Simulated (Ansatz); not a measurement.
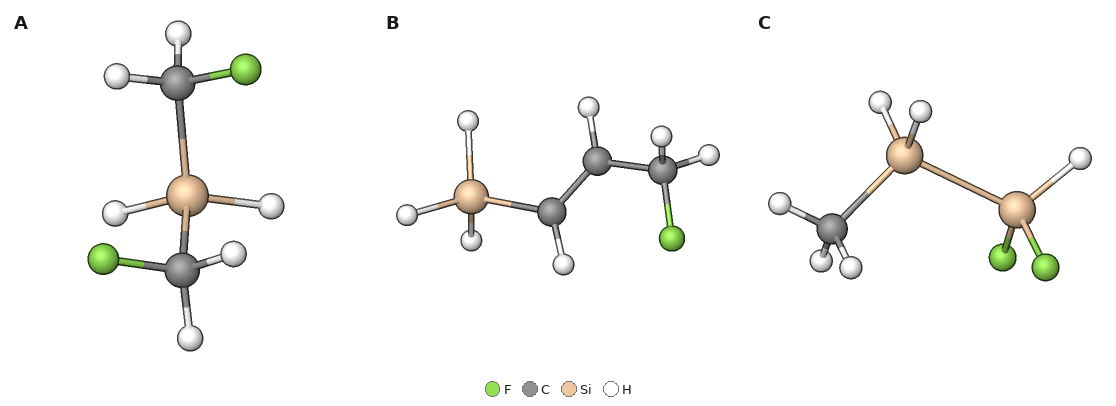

The picture comes from a calculation with Ansatz.

Match each picture to its SMILES.
(1) FC/C=C/[SiH3]
(2) C[SiH2][SiH](F)F
(3) FC[SiH2]CF

A is (3), B is (1), C is (2).
